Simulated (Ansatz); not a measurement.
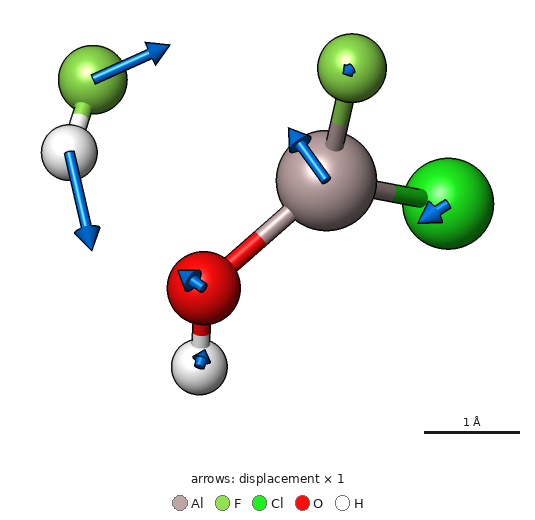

A relaxation of AlH2OClF2. The starting structure is drawn; blue arrows show the displacements, at their true length. The two geometries are superimposed by the best rigid fit.

A ball-and-stick model, seen face on.

The run prepares an end point of a later path (reaction) calculation, from a guessed geometry.

Computed with Ansatz, RKS r2SCAN-D4/def2-SVP. Set-up: no spin polarisation; force threshold 0.03 eV/Å; at most 50 steps.

**What did the optimiser do to the structure, and how much energy did it gain?**

The atom that moves furthest after the best rigid fit is an H atom (1.14 Å). By element the largest moves are H 1.14 Å, F 0.90 Å, Al 0.75 Å, Cl 0.40 Å, O 0.39 Å. Among the contacts that change: F–H 0.929 → 2.477 Å, H–O 2.203 → 0.973 Å, Al–F 2.875 → 1.671 Å, Al–O 1.747 → 1.953 Å. New bonds form, among them: Al–F (2.88 → 1.67 Å), H–O (2.20 → 0.97 Å). Bonds break, among them: F–H (0.93 → 2.48 Å). Among the angles between lasting bonds that change: Cl–Al–O 121.5° → 98.4°, F–Al–O 117.4° → 105.5°, Al–O–H 120.0° → 112.5°. Over 19 accepted moves (21 points after the start) the energy falls by 1.608 eV. The largest force component goes from 0.95 to 0.024 eV/Å. The line search rejected the trial steps at points 11, 19 of the run. The run took 32 s on 2 threads of Intel(R) Xeon(R) 6975P-C (Granite Rapids) (shared host), peak memory 0.19 GiB.

Limits of the set-up: the start holds two separate molecules, 2.2 Å apart at their closest, whose relative position is a soft coordinate.
